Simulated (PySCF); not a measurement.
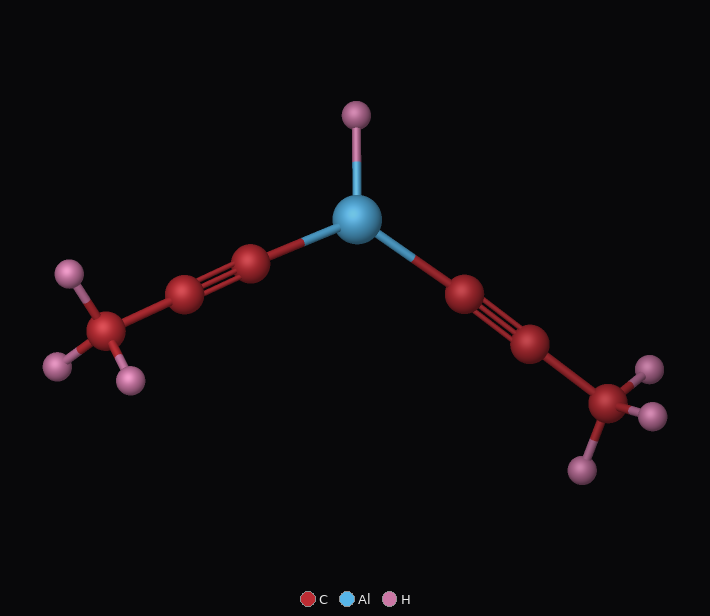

A ball-and-stick model of a molecule. Multiple sticks mark multiple bonds (one Kekulé form).

The computed structure is the end point of a GFN2-xTB optimisation. No frequency run is at hand to confirm it as a minimum.

Identify the structure.

The molecule is C6H7Al. SMILES: `CC#[C][AlH][C]#CC`. Among its groups: alkyne. Coordination: 2 C tetrahedral; 4 C linear; 1 Al trigonal planar.

The parts below concern this one geometry. Atoms keep their numbers from picture to picture.

**Dipole moment**

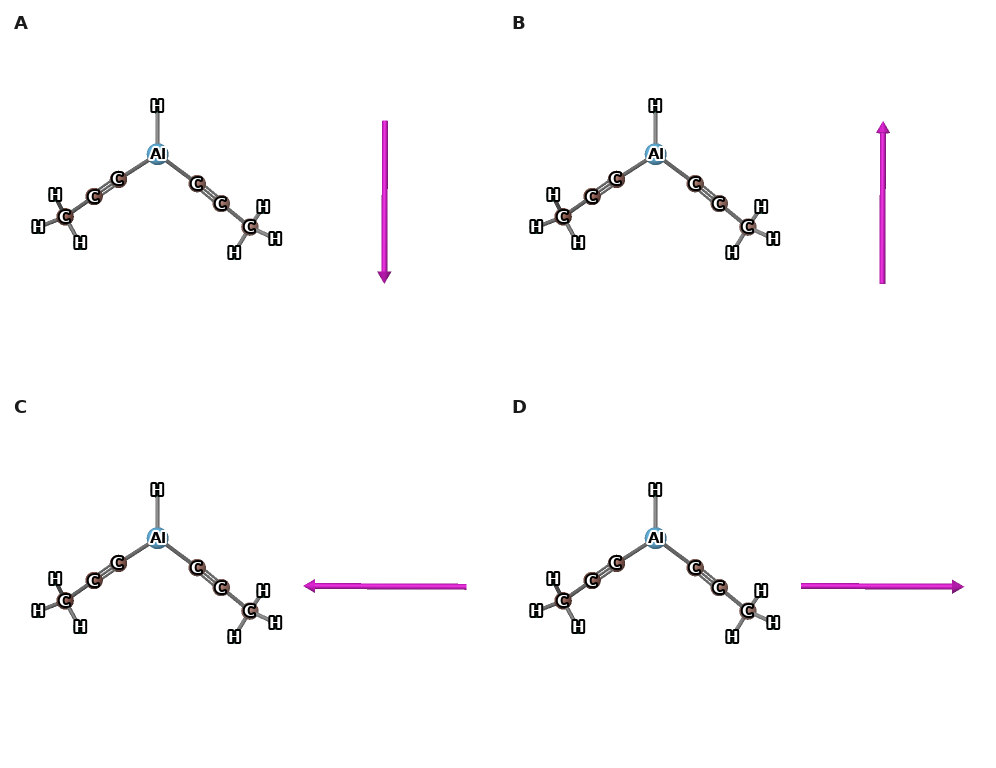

The same molecule four times, each with an arrow. No frequency run is at hand to confirm it as a minimum. Method: PBE0/def2-SVPD, gas phase (PySCF 2.14.0).

Which arrow points along the dipole moment, from the negative to the positive end?

A. The dipole moment is 1.90 D.

**Polarisability**

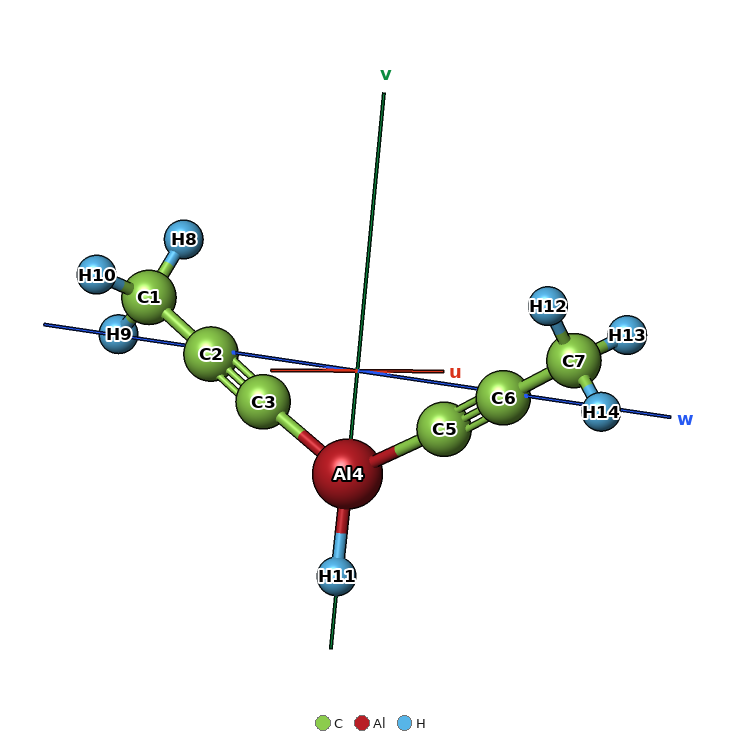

The lines u, v and w are the principal axes of the static dipole polarisability. No frequency run is at hand to confirm it as a minimum. Level of theory: PBE0/def2-SVPD (PySCF 2.14.0).

Along which axis is the molecule most polarisable, and along which least?

Most along w (close to the long direction C1···C7), least along u.

Give the three principal values.

u 67.6, v 88.6, w 146.3 bohr³; mean 100.8, anisotropy 70.6 bohr³.

**Excitation**

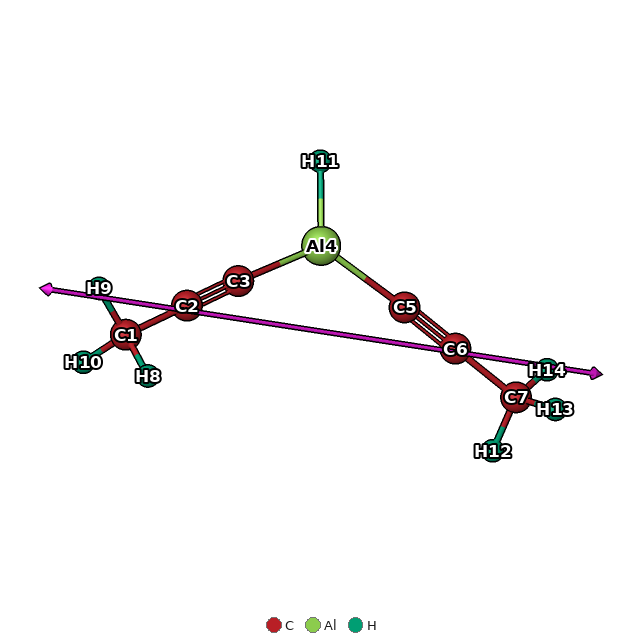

The double arrow shows the direction of the transition dipole to excited singlet state 3 (its length means nothing). No frequency run is at hand to confirm it as a minimum. Method: TDDFT PBE0/def2-SVPD, vertical, gas phase, core orbitals frozen in the response (PySCF 2.14.0).

How is the transition polarised?

Close to the long direction C1···C7.

Give its energy, strength and character.

5.05 eV (246 nm), oscillator strength 0.15, mainly HOMO−2 → LUMO (weight 0.90); transition dipole 2.78 D.

The geometry is semi-empirical. Around Al such bond lengths and angles can be off by a tenth of an ångström or more and by several degrees, and values that hang on the shape move with them.
